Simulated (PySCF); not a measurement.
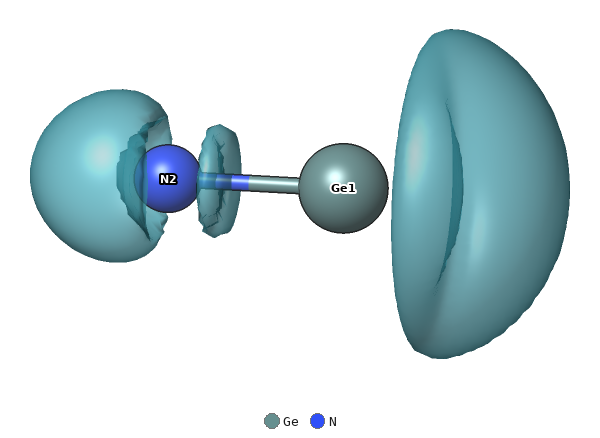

Figure. GeN (charge −1). Isosurface of the electron localisation function at 0.8 (cyan), seen from one side. Core shells and regions of very low density are left out.

These are results of PBE0/aug-pcseg-1, non-relativistic, at a bond length of 1.686 Å in PySCF 2.14.0, not measurements.

Q: Where are the electrons localised?

A: The surface consists of one lobe of the valence shell of N pointing towards Ge (polar bonds), one lobe on Ge, pointing away from the bonds (lone pairs) and one lobe on N, pointing away from the bonds (lone pairs).

Values along the shortest contacts:
Ge–N (1.69 Å): the ELF peaks at about 0.85 in the valence shell of N, 0.6 Å from its nucleus, and is about 0.30 at the midpoint.
